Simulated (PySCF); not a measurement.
CoO2Br: frequency calculation

CoO2Br, multiplicity 3, computed with UKS-based PBE0, Co def2-TZVP, O def2-TZVP, Br def2-TZVP; non-relativistic Hamiltonian; density fitting (PySCF 2.14.0).

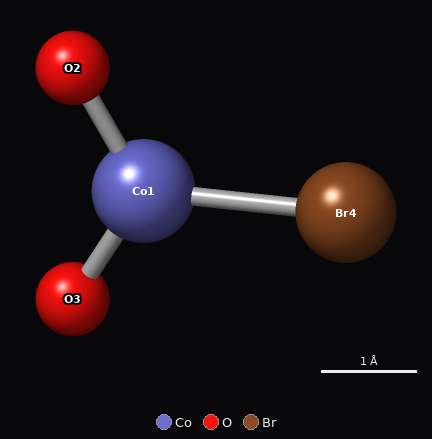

*The input geometry (ball-and-stick view, seen at a tilt; atoms are numbered from 1 in the order of the input). Sticks mark near contacts.*

Bond lengths as drawn: Br–Co 2.19 Å and Co–O 1.55 Å.

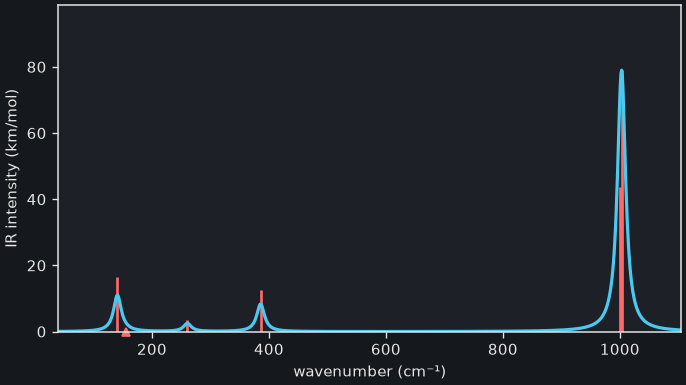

*Harmonic infrared spectrum, unscaled: sticks (degenerate modes added up, dark ones marked on the axis) with a Lorentzian envelope of 16 cm⁻¹ full width, scaled to the tallest stick.*

6 modes from 141 to 1004 cm⁻¹, none imaginary. The strongest line is at 1004 cm⁻¹ (79 km/mol). All modes, in cm⁻¹ (km/mol): 141 (16.5), 156 (0.2), 261 (3.7), 386 (12.5), 1001 (44), 1004 (79).

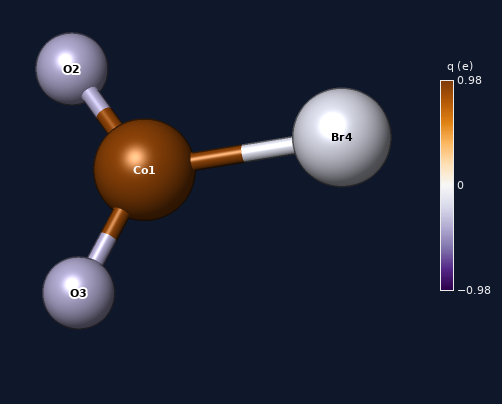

*Mulliken charges, as the colour of each atom (ball-and-stick view, seen at a tilt; atoms are numbered from 1 in the order of the input).*

By element: Co +0.93, O −0.39 and Br −0.16 e.

These pictures come from the run below.

### The input
```python
from pyscf import gto, scf, dft
mol = gto.M(atom='''
Co    -0.873833     0.000000     0.000000
O     -1.642910     1.351109     0.000000
O     -1.642910    -1.351109     0.000000
Br     1.318457     0.000000     0.000000''',
    basis={'Co': 'def2-TZVP', 'O': 'def2-TZVP', 'Br': 'def2-TZVP'},
    charge=0, spin=2)
mf = dft.UKS(mol, xc='PBE0')
mf.grids.atom_grid = (75, 302)
aux = {'Co': 'def2-universal-JKFIT', 'O': 'def2-universal-JKFIT', 'Br': 'def2-universal-JKFIT'}
mf = mf.density_fit(auxbasis=aux)
mf.conv_tol = 1e-09
mf.diis_space = 10
mf.max_cycle = 60
mf.verbose = 4
mf.kernel()
```

The script is an equivalent of the set-up of the self-consistent field. The run itself was carried out by a driver, which started from the orbitals of the step before it where there was one and computed the further properties.

Launched with:
```bash
OMP_NUM_THREADS=4 python axn.py task.json out
```

### The program's output
```
init E= -4106.67276042724
  alpha nocc = 40  HOMO = -0.343674981801939  LUMO = -0.158978197639612
  beta  nocc = 38  HOMO = -0.342375217589877  LUMO = -0.186754287697285
  HOMO = -0.34237521759  LUMO = -0.186754287697  gap/eV = 4.23466
cycle= 1 E= -4106.67276042403  delta_E= 3.21e-09  |g|= 0.000122  |ddm|= 4.11e-05
  alpha nocc = 40  HOMO = -0.343672985587106  LUMO = -0.159008936961589
  beta  nocc = 38  HOMO = -0.342373349230418  LUMO = -0.18679201257028
  HOMO = -0.34237334923  LUMO = -0.18679201257  gap/eV = 4.23358
cycle= 2 E= -4106.67276028712  delta_E= 1.37e-07  |g|= 0.000806  |ddm|= 0.000246
  alpha nocc = 40  HOMO = -0.34367340218091  LUMO = -0.158984706278417
  beta  nocc = 38  HOMO = -0.342373752306784  LUMO = -0.186760296665173
  HOMO = -0.342373752307  LUMO = -0.186760296665  gap/eV = 4.23446
cycle= 3 E= -4106.67276042699  delta_E= -1.4e-07  |g|= 2.85e-05  |ddm|= 0.000209
  alpha nocc = 40  HOMO = -0.34367397763278  LUMO = -0.158983640745798
  beta  nocc = 38  HOMO = -0.342374270241286  LUMO = -0.186759921897673
  HOMO = -0.342374270241  LUMO = -0.186759921898  gap/eV = 4.23448
cycle= 4 E= -4106.6727604273  delta_E= -3.04e-10  |g|= 9e-06  |ddm|= 1.65e-05
  alpha nocc = 40  HOMO = -0.343674247511449  LUMO = -0.158983048597279
  beta  nocc = 38  HOMO = -0.342374514670816  LUMO = -0.186759575738812
  HOMO = -0.342374514671  LUMO = -0.186759575739  gap/eV = 4.23450
cycle= 5 E= -4106.67276042735  delta_E= -4.73e-11  |g|= 9.76e-07  |ddm|= 5.19e-06
  alpha nocc = 40  HOMO = -0.343674301942349  LUMO = -0.158982987345947
  beta  nocc = 38  HOMO = -0.342374570494146  LUMO = -0.186759384661482
  HOMO = -0.342374570494  LUMO = -0.186759384661  gap/eV = 4.23450
Extra cycle  E= -4106.67276042734  delta_E= 1e-11  |g|= 5.71e-06  |ddm|= 2.17e-06
converged SCF energy = -4106.67276042734  <S^2> = 2.0389448  2S+1 = 3.0258518
```

### Results in brief

- outcome: converged
- total energy: −4106.672760 hartree
- ⟨S²⟩: 2.039
- zero-point energy: 0.006717 hartree
- dipole moment: 1.28 D
- wavenumbers, lowest and highest: 141 and 1004 cm⁻¹
- hardware: 4 threads of Intel Xeon @ 2.90GHz (Ice Lake), 32 GiB of memory available, shared host
- wall time: 2.4 min (CPU time 8 min)
- peak memory: 1.6 GiB
